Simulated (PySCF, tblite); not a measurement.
**C₃H₉AlF₂O: geometry, infrared bands and NMR shifts**

What infrared bands and NMR shifts should C₃H₉AlF₂O (`FCC[O+]([AlH3-])CF`) show?

Programs: tblite 0.8.0 and PySCF 2.14.0, with density-fitted response routines of our own. Each step states its level of theory. These are calculated values for one molecule in the gas phase, unless marked as measured. Atoms are numbered from 0 throughout.

### 1 The molecule as given

16 atoms, charge 0, multiplicity 1; geometry from: force field or distance geometry start.

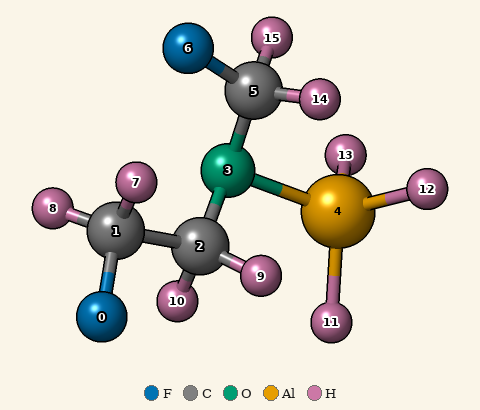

The starting geometry (fluorine blue, carbon grey, oxygen teal, aluminium amber, hydrogen pink), atoms numbered.

### 2 Optimising the geometry with GFN2-xTB

Job settings and geometry (Å):

```
{"job": {"kind": "relax", "xc": "GFN2-xTB", "basis": "xTB"}, "charge": 0, "multiplicity": 1}
F     -2.305300    -1.958500     0.762800
C     -1.932600    -0.729000     0.180300
C     -0.444900    -0.809400     0.005600
O      0.159300     0.297200    -0.560300
Al     1.977600    -0.097200    -0.488900
C      0.041100     1.480800     0.114800
F     -1.205500     1.971400     0.307900
H     -2.152800     0.002100     1.004700
H     -2.503500    -0.531000    -0.712100
H      0.097500    -1.112800     0.907700
H     -0.288500    -1.638600    -0.747000
H      2.140500    -1.679100    -0.574600
H      2.591400     0.390000     0.922900
H      2.652100     0.690900    -1.701500
H      0.596600     1.482400     1.074300
H      0.569400     2.249600    -0.508000
```

Command:

```sh
$ OMP_NUM_THREADS=1 python probes_run.py task.json out
```

This one command runs all jobs of the session in turn.

**Question.** This job is followed by: GFN2-xTB harmonic vibrations, gas phase; GIAO PBE0/pcSseg-1 NMR shielding, non-relativistic, gas phase. Predict these results of the whole session: strongest single infrared mode (GFN2-xTB); zero-point energy (GFN2-xTB); 13C shifts against TMS (PBE0/pcSseg-1); 1H shifts against TMS (PBE0/pcSseg-1, means over atoms taken as alike); 19F shifts against CFCl3 (PBE0/pcSseg-1); 17O shifts against H2O (PBE0/pcSseg-1); 27Al shifts against AlH4- (PBE0/pcSseg-1).

As calculated:

```
                                                              quantity                       value
                             strongest single infrared mode (GFN2-xTB)        799 cm⁻¹, 591 km/mol
                                          zero-point energy (GFN2-xTB)               69.6 kcal/mol
                                13C shifts against TMS (PBE0/pcSseg-1)       108.8, 82.0, 74.5 ppm
1H shifts against TMS (PBE0/pcSseg-1, means over atoms taken as alike)  5.92, 5.15, 4.50, 4.33 ppm
                              19F shifts against CFCl3 (PBE0/pcSseg-1)          -173.3, -263.2 ppm
                                17O shifts against H2O (PBE0/pcSseg-1)                    66.0 ppm
                             27Al shifts against AlH4- (PBE0/pcSseg-1)                    88.6 ppm
```

What this shows: Relaxing lowered the energy by 1.098 eV in 102 steps; the close pair that moved most is O3–Al4, from 1.862 to 1.908 Å. All 42 modes are real, so the xTB geometry is a minimum. The strongest single mode, at 799 cm⁻¹, has its largest shares on H12, H13 and H11 (the list is cut at 3 atoms). Unscaled tight-binding wavenumbers are off by several per cent, some by more. Its intensities can rank the bands wrongly. H14, H15 (mean) (hydrogen on an sp3 CH2 bonded to F and O) lies farthest downfield among hydrogen, at 5.92 ppm; its carbon carries F and O, which withdraws density. At PBE0/pcSseg-1: Shielding is most anisotropic at F6 (span 219 ppm, paramagnetic term -130 ppm).
